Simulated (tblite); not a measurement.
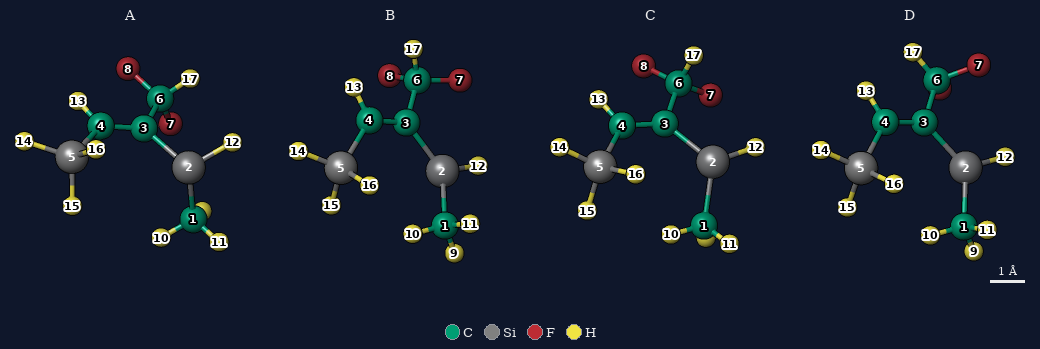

4 geometries from one relaxation of C$_{4}$H$_{9}$F$_{2}$Si$_{2}$ (multiplicity 2), in shuffled order. Style: ball-and-stick. Shown from a free direction.

Computed with tblite 0.8.0, GFN2-xTB geometry optimisation, gas phase. 

Order the frames from highest to lowest energy.

Answer. A, C, B, D. They are steps 0, 80, 132, 204, at +9.97 kcal/mol, +3.35 kcal/mol, +1.01 kcal/mol relative to the last. The atom that moves furthest after the best rigid fit is F7 (2.47 Å). By element the largest moves are F 2.47 Å, H 2.02 Å, Si 1.14 Å, C 0.71 Å. Some distances before and after: C1–Si2 1.847 → 1.888 Å, Si2–H12 1.493 → 1.456 Å, Si2–C3 1.850 → 1.826 Å, C4–Si5 1.837 → 1.861 Å. Bond angles that change, for instance: C1–Si2–C3 112.9° → 127.0°, C3–Si2–H12 108.4° → 117.0°, Si5–C4–H13 110.3° → 116.0°. Groups turn about C3–C6 by about 125°. Over 204 geometry steps the energy falls by 9.97 kcal/mol.
